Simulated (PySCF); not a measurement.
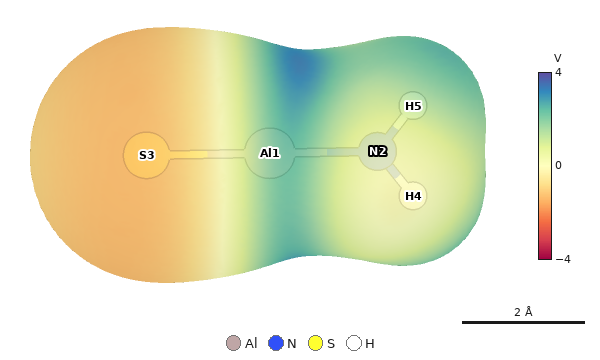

The picture shows: AlH₂NS. The molecular electrostatic potential painted on the density surface at 0.002 e/bohr³, seen at a tilt; red is negative and blue positive.

Geometry: BLYP-D3(BJ)/def2-SVP.

Method: PySCF, Gaussian-basis quantum chemistry of an isolated molecule with PySCF, energy and nuclear gradient, functional PBE0.

```xyz
5

Al    0.0290    0.9827   -1.0347
N    -1.6951    0.5839   -1.1600
S     1.9996    1.4387   -0.8897
H    -2.3197    0.9157   -1.8998
H    -2.2058   -0.0139   -0.5048
```

Question: Where is the surface potential most negative and most positive?

Answer: The most negative region (about −1.3 V) lies over S3, the most positive (about +3.3 V) over Al1.
